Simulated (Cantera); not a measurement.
Input: 1 mol Si3N4, 0.017 mol Si, 1.6 mol N2, at 158 Torr.

Cantera equilibrium calculation (NASA polynomials, part measured and part estimated; ideal gas, pure solids and liquids). Candidate condensed phases: Si, Si3N4; 7 gas species. The tables' values for SiN are old estimates; treat these amounts as uncertain. The numbers say what is thermodynamically allowed, not how fast it happens.

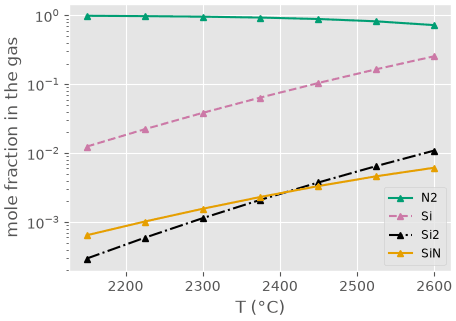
Figure. Equilibrium gas composition (values under 1e-9 drawn at 1e-9)

Question: Read off the mole fractions at 2375 °C.

Answer: N2 about 0.93, Si about 0.064, SiN about 0.0023, Si2 about 0.0021.
